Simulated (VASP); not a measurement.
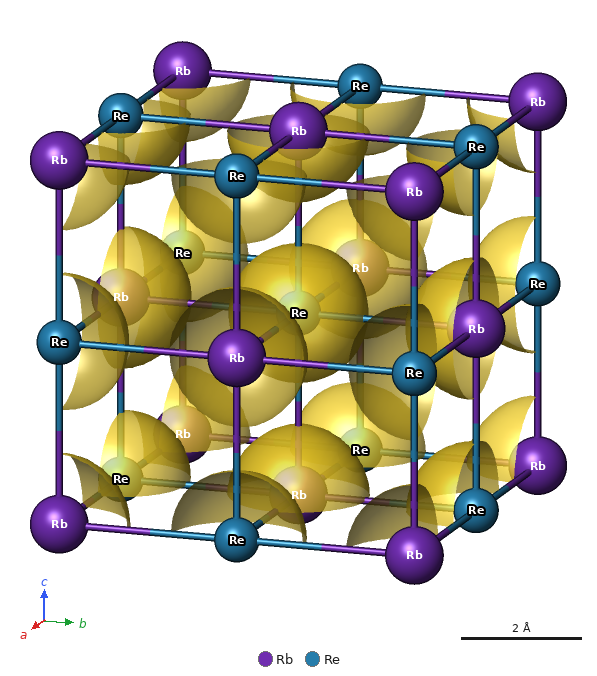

The picture shows: RbRe. Isosurface of the valence pseudo-density at 0.3 e/Å³ (yellow), seen slightly off an axis. Sticks mark near contacts.

Space group Fm-3m; a generated structure, not necessarily the stable one; computed pressure about 3 GPa in this cell.

The calculation used Kohn-Sham DFT of a periodic cell, PBE, VASP PAW PBE potentials, recommended (VASP 6.6.1).

Core electrons are frozen (PAW), and the valence fields are smoothed inside the atomic spheres.

> How is the density connected at this value?

At this value the density breaks into separate islands; it holds about 70 % of the electrons treated as valence. It bridges none of the near contacts. It is pinched off along the shortest Rb–Re (3.14 Å) contacts. On the grid the lowest density along these lines, outside the cores, is 0.15 e/Å³ (Rb–Re, 3.14 Å).
